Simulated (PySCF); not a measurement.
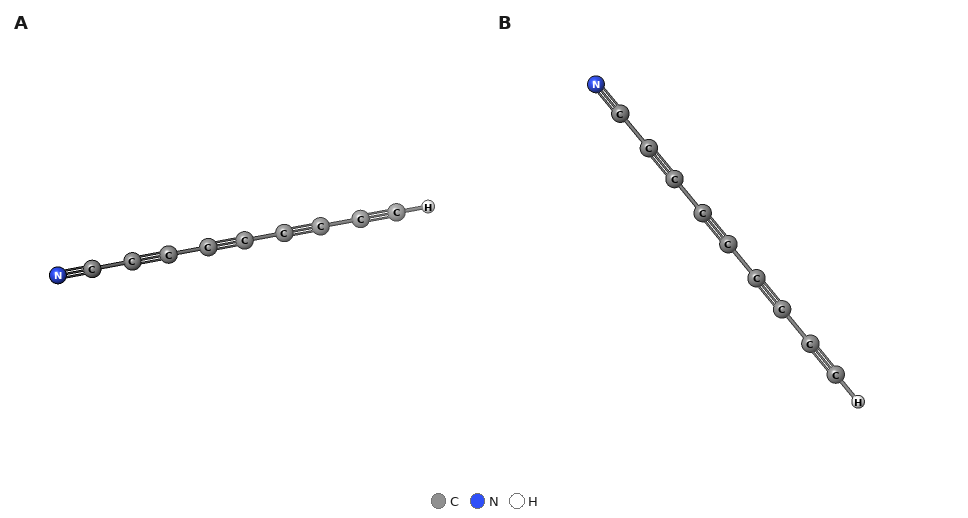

Atoms fade into the background with distance from the viewer. Computed geometry: PBE0-D3(BJ)/def2-SVP optimisation. No frequency run is at hand to confirm it as a minimum.

**Are A and B the same structure? If not, how do they differ?**

Yes. They are the same structure, C9HN (C#CC#CC#CC#CC#N), seen from two directions. With point group C∞v it is achiral, so its mirror image would be the same too.
